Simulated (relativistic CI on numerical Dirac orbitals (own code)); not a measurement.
```
atom Ir  Z=77  charge=4  electrons=73
nucleus A=193  rms_radius_fm=5.4032
hamiltonian dirac-coulomb  breit=on  qed=on  c_scale=1
orbitals kli  potential=per-configuration
slater_scale 0.8
correlation none
mixing on
configurations
  [Xe] 4f14 5d5
  [He] 2s2 2p5 3s2 3p6 3d10 4s2 4p6 4d10 4f14 5s2 5p6 5d6
end
absorption L2,3 T=10 lorentz=5 gauss=1
crystal_field D3d 10Dq=48500 Dsigma=-860 Dtau=90
```

Multiplet model: relativistic Dirac–Coulomb–Breit theory, one configuration a step, Slater integrals scaled by 0.8, 10 K, Voigt broadening (Lorentzian 5 eV, Gaussian 1 eV full widths), computed with a radial Dirac CI code. Dichroism is for the ground state at zero temperature, magnetised by an exchange field of 10 meV on Sz (linear: z less the mean of x and y).

The L₂,₃ X-ray absorption spectrum that results, with the strongest transitions as sticks:

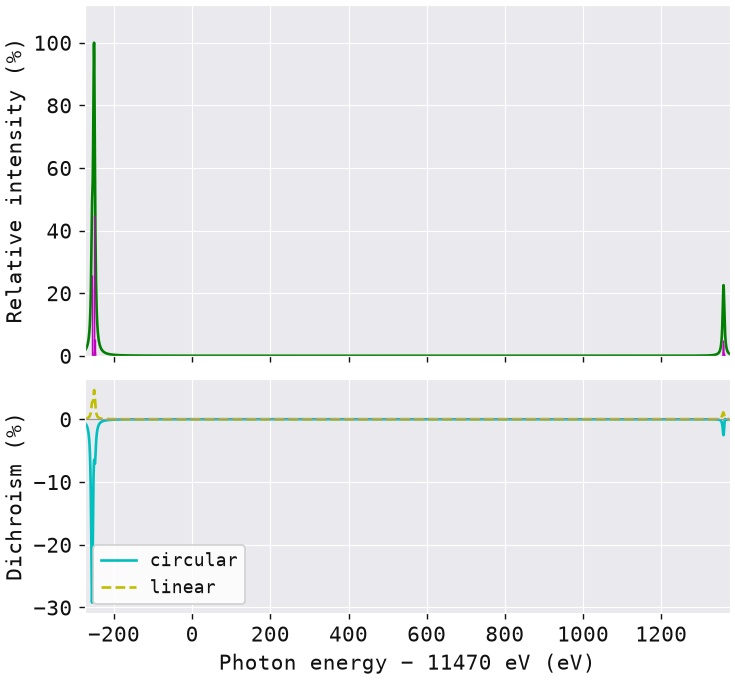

The main maxima lie at 11218.8 eV (100) and 12829.3 eV (23), heights in % of the largest; the centroid is at 11470.2 eV. The lower edge holds 0.84 of the intensity (branching ratio, edges parted at 12027 eV), and the core spin-orbit splitting of the orbitals is 1640 eV. The ground state has S = 0.56. The circular dichroism (Δm = −1 less Δm = +1) is largest at 11214.0 eV, −29 % of the isotropic maximum; its integrals over the lower and upper edge are −0.071 and −0.004 of the sum over the three polarisations. The magnetised ground state has ⟨Lz⟩ = −0.74 and ⟨Sz⟩ = −0.11.

Limits of the model: free-ion energies, so absolute edge positions are off by a few eV from solids.
